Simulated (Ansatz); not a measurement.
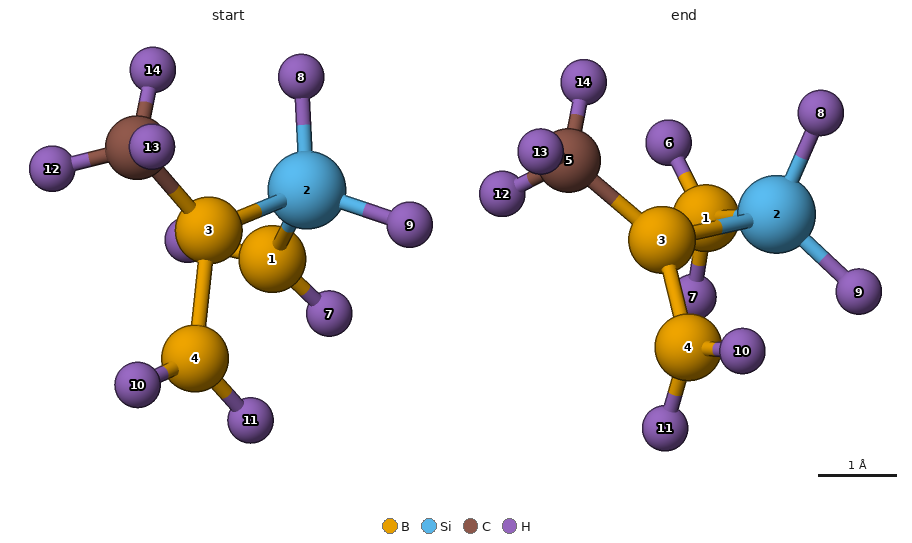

The structure of CH9B3Si before (left) and after (right) a relaxation, at one scale.

Style: ball-and-stick. Shown from a free direction.

The run prepares the start of a later molecular dynamics calculation, from a guessed geometry.

Computed with RKS BLYP-D4/STO-3G in Ansatz 0.2.0.

Input file:
```yaml
crystal:
  periodic: [false, false, false]
  atoms:
    - { symbol: B, position_ang: [-2.1143, -0.1117, 1.2819] }
    - { symbol: Si, position_ang: [-1.2263, -0.6403, -0.328] }
    - { symbol: B, position_ang: [0.5864, -0.0208, -0.2613] }
    - { symbol: B, position_ang: [1.6801, -0.5437, 0.9718] }
    - { symbol: C, position_ang: [1.1852, 0.9744, -1.361] }
    - { symbol: H, position_ang: [-2.2486, 1.0992, 1.5228] }
    - { symbol: H, position_ang: [-2.5987, -0.8683, 2.005] }
    - { symbol: H, position_ang: [-1.8463, -0.0501, -1.5162] }
    - { symbol: H, position_ang: [-1.2393, -2.088, -0.3707] }
    - { symbol: H, position_ang: [2.7291, -0.1853, 1.0565] }
    - { symbol: H, position_ang: [1.1788, -1.2983, 1.8134] }
    - { symbol: H, position_ang: [1.5449, 1.9226, -0.833] }
    - { symbol: H, position_ang: [1.9885, 0.5377, -1.8883] }
    - { symbol: H, position_ang: [0.3676, 1.2434, -2.064] }
basis:
  gaussian: { orbitals: STO-3G }
hamiltonian:
  xc: blyp
  dispersion: d4
relax:
  f_tol: 0.02
  max_steps: 40
scf:
  lower_state_search: "off"
```

Launched with:
```bash
ansatz run input.yaml --threads 1 --pin off --max-ram 2048MiB --backend cpu --events-out ev --progress --plain --runs-dir out
```

Summarise the run.

Answer. Over 33 accepted moves (37 points after the start) the energy falls by 129.3 kJ/mol. Largest force component: 3.7 eV/Å at the start, 0.011 eV/Å at the end. The line search rejected the trial steps at points 10, 17, 26, 36 of the run. The largest move after the best rigid fit is that of H10, 2.05 Å. By element the largest moves are H 2.05 Å, B 0.62 Å, C 0.62 Å, Si 0.39 Å. Among the contacts that change: B3–B4 1.729 → 1.598 Å, Si2–B3 1.917 → 2.013 Å, B4–H10 1.112 → 1.184 Å, B1–H6 1.242 → 1.180 Å. Among the angles between lasting bonds that change: B4–B3–C5 116.2° → 133.4°, Si2–B3–B4 121.7° → 106.6°, B3–B4–H11 114.4° → 121.8°. Groups turn about B3–B4 by about 90°, Si2–B3 by about 55°, B1–Si2 by about 30°.

Limits of the set-up: STO-3G is a minimal basis, so the numbers are rough.
